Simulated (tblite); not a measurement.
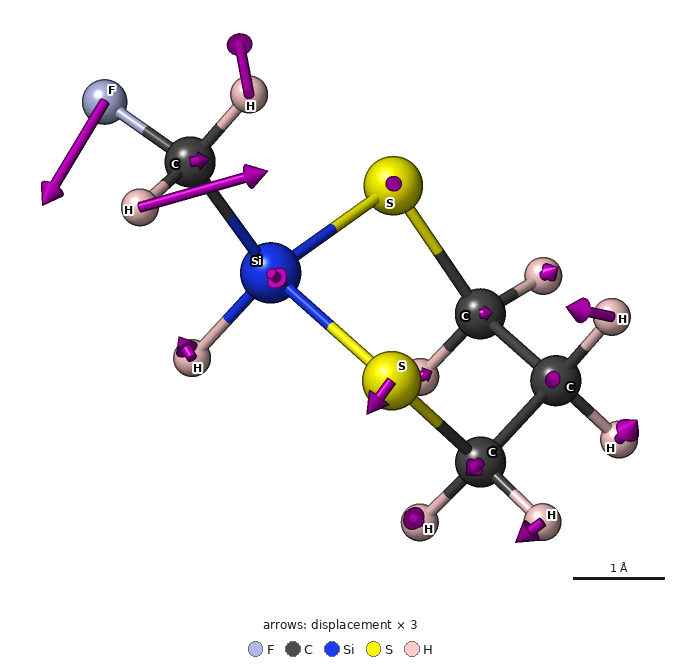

A relaxation of C4H9FS2Si. The starting structure is drawn; purple arrows show the displacements, 3 times their true length. The two geometries are superimposed by the best rigid fit.

Style: ball-and-stick. Shown from a free direction.

Method: GFN2-xTB geometry optimisation, gas phase (tblite 0.8.0). 

Question: Describe the change and its energy.

Answer: An H atom moves most after the best rigid fit: 0.53 Å. Largest moves by element: H 0.53 Å, F 0.50 Å, S 0.16 Å, Si 0.11 Å, C 0.09 Å. Near-neighbour distances that change, for instance: C–Si 1.828 → 1.903 Å, S–Si 2.162 → 2.139 Å, C–H 1.112 → 1.090 Å, H–Si 1.480 → 1.459 Å. Among the angles between lasting bonds that change: S–Si–S 102.4° → 109.0°, Si–S–C 103.1° → 98.8°, C–Si–H 115.3° → 111.2°. Groups turn about C–Si by about 30°. After 97 geometry steps the energy has fallen by 18.2 kJ/mol.
